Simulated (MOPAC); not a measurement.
C3H5F3: molecular dynamics

C3H5F3, computed with RM1, RHF, COSMO solvent (MOPAC 23.2.5).

The atoms were displaced at random from an optimised geometry.

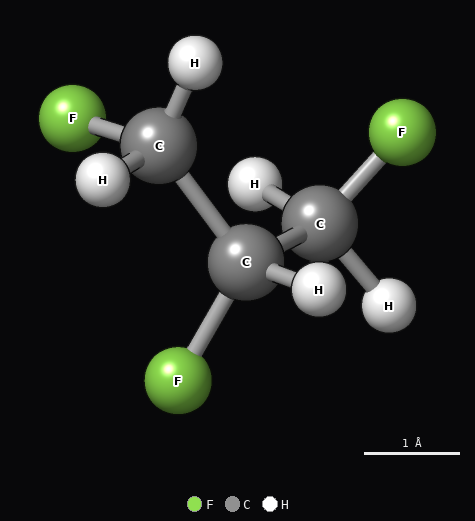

Figure 1. The starting structure (ball-and-stick view, seen at a tilt).

### Input (input.mop)
```
RM1 T-PRIORITY=0.5 DRC NSPA=252 CYCLES=44 RSOLV=1.0 EPS=80 AUX(PRECISION=6) T=10M THREADS=1
job C3H5F3

F     -1.662235 +1     1.059870 +1    -0.298184 +1
C     -1.141662 +1     0.058004 +1     0.353925 +1
C     -0.027662 +1    -0.647218 +1    -0.267820 +1
F      0.260897 +1    -1.892264 +1     0.433976 +1
C      1.173905 +1     0.375338 +1    -0.330899 +1
F      1.615224 +1     0.735554 +1     0.891867 +1
H     -2.106400 +1    -0.631934 +1     0.452873 +1
H     -0.879422 +1     0.567242 +1     1.463543 +1
H     -0.436080 +1    -0.981684 +1    -1.244163 +1
H      1.180532 +1     1.189898 +1    -0.985281 +1
H      1.964416 +1    -0.187797 +1    -0.703612 +1
```

Run on 1 thread of Arm Neoverse N1, 98 GiB of memory available, shared host.

Launch command:
```bash
mopac input.mop
```

### Log
```
MOPAC v23.2.5
RM1 CALCULATION RESULTS

 *  RM1        - The RM1 Hamiltonian to be used
 *  EPS=80     - USE COSMO IMPLICIT SOLVATION MODEL
 *  RSOLV=  1.000
 *  NSPA=  252
 *  DRC        - DYNAMIC REACTION COORDINATE CALCULATION
 *  THREADS=1  - MULTI-THREADING NOT USED
 *  CYCLES=    - DO A MAXIMUM OF 44 STEPS
 *  AUX        - OUTPUT AUXILIARY INFORMATION
 *  T-PRIOR    - TIME TAKES PRIORITY IN DRC
RM1 T-PRIORITY=0.5 DRC NSPA=252 CYCLES=44 RSOLV=1.0 EPS=80 AUX(PRECISION=6) T=10M THREADS=1
 job C3H5F3

   ATOM   CHEMICAL          X               Y               Z
  NUMBER   SYMBOL      (ANGSTROMS)     (ANGSTROMS)     (ANGSTROMS)

     1       F         -1.66223500  *   1.05987000  *  -0.29818400  *
     2       C         -1.14166200  *   0.05800400  *   0.35392500  *
     3       C         -0.02766200  *  -0.64721800  *  -0.26782000  *
     4       F          0.26089700  *  -1.89226400  *   0.43397600  *
     5       C          1.17390500  *   0.37533800  *  -0.33089900  *
     6       F          1.61522400  *   0.73555400  *   0.89186700  *
     7       H         -2.10640000  *  -0.63193400  *   0.45287300  *
     8       H         -0.87942200  *   0.56724200  *   1.46354300  *
     9       H         -0.43608000  *  -0.98168400  *  -1.24416300  *
    10       H          1.18053200  *   1.18989800  *  -0.98528100  *
    11       H          1.96441600  *  -0.18779700  *  -0.70361200  *

          CARTESIAN COORDINATES

    NO.       ATOM           X           Y           Z

     1         F         -1.6622      1.0599     -0.2982
     2         C         -1.1417      0.0580      0.3539
     3         C         -0.0277     -0.6472     -0.2678
     4         F          0.2609     -1.8923      0.4340
     5         C          1.1739      0.3753     -0.3309
     6         F          1.6152      0.7356      0.8919
     7         H         -2.1064     -0.6319      0.4529
     8         H         -0.8794      0.5672      1.4635
     9         H         -0.4361     -0.9817     -1.2442
    10         H          1.1805      1.1899     -0.9853
    11         H          1.9644     -0.1878     -0.7036

           Empirical Formula: C3 H5 F3  =    11 atoms

      MOLECULAR POINT GROUP   :   C1

      RHF CALCULATION, NO. OF DOUBLY OCCUPIED LEVELS = 19

 TIME PRIORITY, INTERVAL = 0.50 FEMTOSECONDS

 FEMTOSECONDS  POINT  POTENTIAL + KINETIC  =   TOTAL     ERROR    REF%   MOVEMENT
     0.000       1  -115.30572    0.00000  -115.30572   0.00000     1   %  0.0000
     0.500       5  -116.32338    1.01790  -115.30548   0.00024     2   %  0.0156
     1.000       5  -119.17424    3.87607  -115.29818   0.00754     3   %  0.0616
     1.500      12  -123.07793    7.78347  -115.29446   0.01126     4   %  0.1345
     2.000      15  -127.36141   12.05716  -115.30425   0.00148     5   %  0.2307
     2.500      19  -131.22117   15.91286  -115.30831  -0.00258     6   %  0.3445
     3.000      24  -134.05711   18.74838  -115.30873  -0.00299     7   %  0.4701
     3.500      28  -135.57420   20.26791  -115.30629  -0.00055     8   %  0.6011
     4.000      33  -135.78295   20.47945  -115.30350   0.00225     9   %  0.7314
     4.500      38  -135.11866   19.81481  -115.30385   0.00191    10   %  0.8550
     5.000      42  -134.31937   19.01247  -115.30690  -0.00114    11   %  0.9673
     5.500      46  -134.29649   18.98913  -115.30736  -0.00159    12   %  1.0648
     6.000      49  -135.64236   20.33232  -115.31004  -0.00427    13   %  1.1467
     6.500      52  -138.30048   22.99924  -115.30124   0.00454    14   %  1.2147
     7.000      56  -141.60583   26.30605  -115.29979   0.00601    15   %  1.2730
     7.500      60  -144.57078   29.26647  -115.30430   0.00150    16   %  1.3276
     8.000      65  -146.34496   31.04145  -115.30351   0.00230    17   %  1.3849
     8.500      70  -146.44980   31.14321  -115.30660  -0.00077    18   %  1.4499
     9.000      74  -144.80338   29.49539  -115.30799  -0.00215    19   %  1.5252
     9.500      78  -141.70798   26.40071  -115.30727  -0.00142    20   %  1.6099
    10.000      82  -137.72819   22.42035  -115.30784  -0.00199    21   %  1.7006
    10.500      85  -133.61990   18.31249  -115.30741  -0.00155    22   %  1.7931
    11.000      88  -130.16773   14.86057  -115.30717  -0.00130    23   %  1.8835
    11.500      91  -128.00057   12.69099  -115.30958  -0.00371    24   %  1.9686
    12.000      93  -127.39231   12.09142  -115.30089   0.00498    25   %  2.0465
    12.500      95  -128.20082   12.90680  -115.29402   0.01186    26   %  2.1166
    13.000      97  -129.92677   14.62586  -115.30091   0.00497    27   %  2.1792
    13.500     101  -131.89221   16.58739  -115.30482   0.00107    28   %  2.2352
    14.000     105  -133.42449   18.11763  -115.30686  -0.00097    29   %  2.2856
    14.500     109  -134.00219   18.69682  -115.30537   0.00053    30   %  2.3311
    15.000     114  -133.34309   18.03396  -115.30913  -0.00323    31   %  2.3714
    15.500     119  -131.49157   16.18724  -115.30433   0.00158    32   %  2.4046
    16.000     124  -128.92779   13.61784  -115.30995  -0.00403    33   %  2.4276
    16.500     128  -126.48927   11.18117  -115.30810  -0.00218    34   %  2.4365
    17.000     131  -125.14798    9.83896  -115.30902  -0.00309    35   %  2.4279
    17.500     134  -125.54018   10.23237  -115.30781  -0.00188    36   %  2.3998
    18.000     137  -127.61911   12.31523  -115.30387   0.00206    37   %  2.3523
    18.500     141  -130.68804   15.38217  -115.30588   0.00006    38   %  2.2876
    19.000     146  -133.73114   18.42498  -115.30616  -0.00021    39   %  2.2098
    19.500     151  -135.87268   20.57059  -115.30209   0.00386    40   %  2.1239
    20.000     156  -136.65786   21.35397  -115.30389   0.00207    41   %  2.0348
    20.500     161  -136.04324   20.73731  -115.30594   0.00003    42   %  1.9466
    21.000     165  -134.34650   19.04106  -115.30544   0.00053    43   %  1.8616
    21.500     169  -132.15582   16.85003  -115.30579   0.00019    44   %  1.7798

 *                    *
 * JOB ENDED NORMALLY *
 *                    *

 TOTAL JOB TIME:             4.37 SECONDS

 == MOPAC DONE ==
```

### Trajectory as extended XYZ (Å, eV, eV/Å), 17 of the 44 frames kept, from step=0 to step=43
```
11
Properties=species:S:1:pos:R:3 step=0 time_fs=0.0 energy=-5.00013
F    -1.6622    1.0599   -0.2982
C    -1.1417    0.0580    0.3539
C    -0.0277   -0.6472   -0.2678
F     0.2609   -1.8923    0.4340
C     1.1739    0.3753   -0.3309
F     1.6152    0.7356    0.8919
H    -2.1064   -0.6319    0.4529
H    -0.8794    0.5672    1.4635
H    -0.4361   -0.9817   -1.2442
H     1.1805    1.1899   -0.9853
H     1.9644   -0.1878   -0.7036
11
Properties=species:S:1:pos:R:3 step=3 time_fs=1.5 energy=-5.33716
F    -1.6628    1.0624   -0.3003
C    -1.1454    0.0564    0.3623
C    -0.0251   -0.6511   -0.2671
F     0.2605   -1.8887    0.4325
C     1.1740    0.3720   -0.3289
F     1.6147    0.7358    0.8923
H    -2.0828   -0.6253    0.4600
H    -0.8863    0.5432    1.4306
H    -0.4247   -0.9835   -1.2546
H     1.1632    1.2164   -1.0011
H     1.9954   -0.2110   -0.7228
11
Properties=species:S:1:pos:R:3 step=5 time_fs=2.5 energy=-5.69029
F    -1.6635    1.0654   -0.3028
C    -1.1497    0.0546    0.3717
C    -0.0222   -0.6557   -0.2664
F     0.2601   -1.8845    0.4307
C     1.1746    0.3681   -0.3271
F     1.6141    0.7362    0.8928
H    -2.0576   -0.6191    0.4689
H    -0.8938    0.5165    1.3956
H    -0.4109   -0.9852   -1.2659
H     1.1432    1.2411   -1.0151
H     2.0248   -0.2325   -0.7421
11
Properties=species:S:1:pos:R:3 step=8 time_fs=4.0 energy=-5.88811
F    -1.6649    1.0722   -0.3088
C    -1.1599    0.0506    0.3926
C    -0.0151   -0.6669   -0.2648
F     0.2591   -1.8738    0.4261
C     1.1779    0.3585   -0.3249
F     1.6126    0.7369    0.8939
H    -2.0088   -0.6131    0.4927
H    -0.9076    0.4605    1.3320
H    -0.3755   -0.9878   -1.2896
H     1.0958    1.2782   -1.0328
H     2.0727   -0.2657   -0.7784
11
Properties=species:S:1:pos:R:3 step=11 time_fs=5.5 energy=-5.82365
F    -1.6662    1.0810   -0.3167
C    -1.1736    0.0455    0.4157
C    -0.0054   -0.6825   -0.2631
F     0.2578   -1.8581    0.4194
C     1.1858    0.3449   -0.3254
F     1.6103    0.7379    0.8951
H    -1.9746   -0.6288    0.5304
H    -0.9103    0.4112    1.3101
H    -0.3225   -0.9877   -1.3141
H     1.0322    1.2889   -1.0286
H     2.0988   -0.2796   -0.8098
11
Properties=species:S:1:pos:R:3 step=13 time_fs=6.5 energy=-5.99728
F    -1.6667    1.0864   -0.3220
C    -1.1830    0.0423    0.4273
C     0.0011   -0.6930   -0.2624
F     0.2570   -1.8468    0.4146
C     1.1930    0.3351   -0.3274
F     1.6086    0.7384    0.8958
H    -1.9729   -0.6554    0.5590
H    -0.8996    0.3972    1.3413
H    -0.2839   -0.9855   -1.3256
H     0.9897    1.2748   -1.0109
H     2.0965   -0.2727   -0.8218
11
Properties=species:S:1:pos:R:3 step=16 time_fs=8.0 energy=-6.34612
F    -1.6668    1.0932   -0.3292
C    -1.1977    0.0382    0.4402
C     0.0105   -0.7074   -0.2624
F     0.2561   -1.8293    0.4073
C     1.2060    0.3195   -0.3323
F     1.6056    0.7391    0.8965
H    -1.9936   -0.7101    0.6054
H    -0.8719    0.3958    1.4330
H    -0.2239   -0.9798   -1.3361
H     0.9280    1.2284   -0.9671
H     2.0713   -0.2429   -0.8287
11
Properties=species:S:1:pos:R:3 step=19 time_fs=9.5 energy=-6.14504
F    -1.6657    1.0981   -0.3352
C    -1.2130    0.0356    0.4509
C     0.0187   -0.7178   -0.2643
F     0.2560   -1.8124    0.4008
C     1.2202    0.3027   -0.3375
F     1.6022    0.7394    0.8965
H    -2.0236   -0.7634    0.6521
H    -0.8460    0.4002    1.5303
H    -0.1657   -0.9727   -1.3406
H     0.8688    1.1652   -0.9129
H     2.0364   -0.1990   -0.8301
11
Properties=species:S:1:pos:R:3 step=22 time_fs=11.0 energy=-5.64461
F    -1.6632    1.1002   -0.3394
C    -1.2297    0.0342    0.4627
C     0.0248   -0.7209   -0.2694
F     0.2572   -1.7974    0.3960
C     1.2341    0.2841   -0.3398
F     1.5983    0.7392    0.8956
H    -2.0438   -0.7936    0.6948
H    -0.8369    0.3957    1.5903
H    -0.1138   -0.9664   -1.3446
H     0.8065    1.1074   -0.8629
H     2.0232   -0.1565   -0.8425
11
Properties=species:S:1:pos:R:3 step=24 time_fs=12.0 energy=-5.52425
F    -1.6606    1.0995   -0.3408
C    -1.2414    0.0342    0.4718
C     0.0271   -0.7169   -0.2751
F     0.2590   -1.7898    0.3947
C     1.2417    0.2710   -0.3380
F     1.5955    0.7386    0.8943
H    -2.0442   -0.7902    0.7163
H    -0.8469    0.3838    1.5908
H    -0.0878   -0.9642   -1.3501
H     0.7618    1.0864   -0.8418
H     2.0455   -0.1384   -0.8669
11
Properties=species:S:1:pos:R:3 step=27 time_fs=13.5 energy=-5.71939
F    -1.6571    1.0963   -0.3405
C    -1.2535    0.0351    0.4820
C     0.0276   -0.7065   -0.2832
F     0.2618   -1.7846    0.3953
C     1.2479    0.2572   -0.3329
F     1.5923    0.7374    0.8924
H    -2.0323   -0.7626    0.7299
H    -0.8736    0.3636    1.5507
H    -0.0721   -0.9642   -1.3602
H     0.7151    1.0831   -0.8333
H     2.0965   -0.1281   -0.9062
11
Properties=species:S:1:pos:R:3 step=30 time_fs=15.0 energy=-5.78230
F    -1.6525    1.0901   -0.3379
C    -1.2653    0.0376    0.4916
C     0.0262   -0.6895   -0.2936
F     0.2658   -1.7824    0.3981
C     1.2526    0.2436   -0.3255
F     1.5890    0.7354    0.8897
H    -2.0150   -0.7141    0.7331
H    -0.9154    0.3403    1.4749
H    -0.0725   -0.9662   -1.3739
H     0.6785    1.0929   -0.8366
H     2.1602   -0.1186   -0.9486
11
Properties=species:S:1:pos:R:3 step=32 time_fs=16.0 energy=-5.59084
F    -1.6489    1.0839   -0.3345
C    -1.2723    0.0406    0.4954
C     0.0241   -0.6750   -0.3014
F     0.2692   -1.7824    0.4012
C     1.2554    0.2354   -0.3207
F     1.5868    0.7334    0.8876
H    -2.0114   -0.6791    0.7291
H    -0.9449    0.3316    1.4229
H    -0.0848   -0.9676   -1.3830
H     0.6688    1.1010   -0.8430
H     2.1952   -0.1082   -0.9684
11
Properties=species:S:1:pos:R:3 step=35 time_fs=17.5 energy=-5.44394
F    -1.6437    1.0732   -0.3281
C    -1.2795    0.0461    0.4925
C     0.0201   -0.6544   -0.3116
F     0.2742   -1.7834    0.4062
C     1.2588    0.2272   -0.3164
F     1.5839    0.7300    0.8847
H    -2.0373   -0.6496    0.7166
H    -0.9669    0.3479    1.3997
H    -0.1189   -0.9673   -1.3900
H     0.6870    1.1055   -0.8531
H     2.2125   -0.0862   -0.9703
11
Properties=species:S:1:pos:R:3 step=38 time_fs=19.0 energy=-5.79913
F    -1.6392    1.0628   -0.3213
C    -1.2826    0.0512    0.4814
C     0.0156   -0.6389   -0.3185
F     0.2785   -1.7842    0.4104
C     1.2613    0.2241   -0.3162
F     1.5818    0.7264    0.8826
H    -2.0906   -0.6471    0.6992
H    -0.9624    0.3931    1.4409
H    -0.1631   -0.9629   -1.3873
H     0.7353    1.1003   -0.8618
H     2.1927   -0.0624   -0.9443
11
Properties=species:S:1:pos:R:3 step=40 time_fs=20.0 energy=-5.92605
F    -1.6364    1.0553   -0.3164
C    -1.2829    0.0543    0.4709
C     0.0118   -0.6303   -0.3214
F     0.2813   -1.7841    0.4130
C     1.2626    0.2244   -0.3182
F     1.5806    0.7235    0.8816
H    -2.1357   -0.6519    0.6820
H    -0.9524    0.4346    1.4872
H    -0.2016   -0.9568   -1.3798
H     0.7861    1.0937   -0.8691
H     2.1634   -0.0464   -0.9131
11
Properties=species:S:1:pos:R:3 step=43 time_fs=21.5 energy=-5.73082
F    -1.6330    1.0452   -0.3096
C    -1.2796    0.0562    0.4558
C     0.0045   -0.6226   -0.3218
F     0.2853   -1.7823    0.4158
C     1.2624    0.2291   -0.3235
F     1.5792    0.7186    0.8811
H    -2.1926   -0.6544    0.6459
H    -0.9404    0.4935    1.5441
H    -0.2691   -0.9427   -1.3608
H     0.8821    1.0890   -0.8881
H     2.1174   -0.0351   -0.8594
```

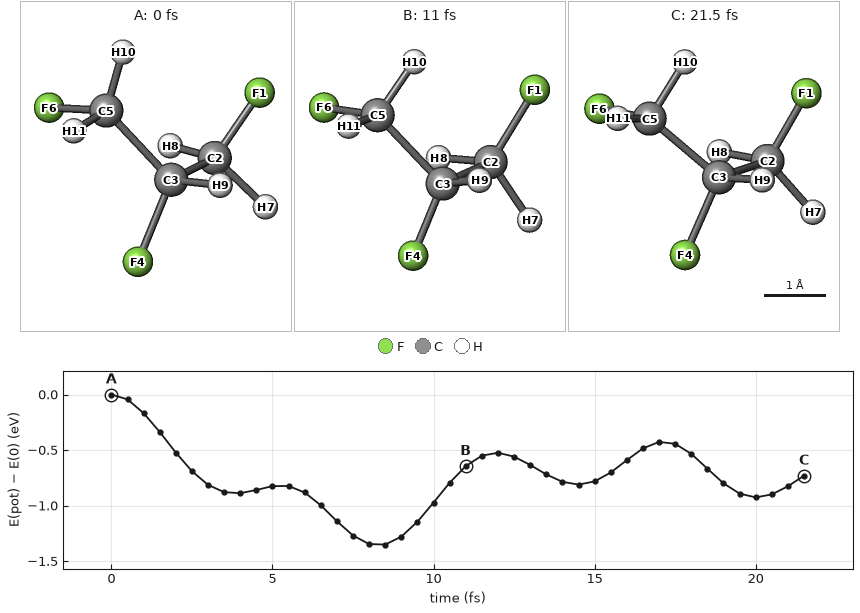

Figure 2. Frames of the molecular dynamics (ball-and-stick, seen at a tilt) above the curves, on which the letters mark them. The trajectory kept here has 44 frames over 21.5 fs. The potential energy ends 0.731 eV below its first value. After an unweighted best fit of the last frame on the first, the root-mean-square displacement is 0.17 Å, and H10 has moved furthest (0.29 Å).

### Results in brief

| quantity | value |
| --- | --- |
| outcome | finished |
| trajectory | 44 frames kept, 21.5 fs |
| basis functions (step not recorded) | 29 |
| wall time | 4.8 s |
| peak memory | 0.11 GiB |

### Notes

Settings chosen away from the usual ones: eps; nspa; rsolv. MOPAC's energies along a path are heats of formation. So short a trajectory is not equilibrated.
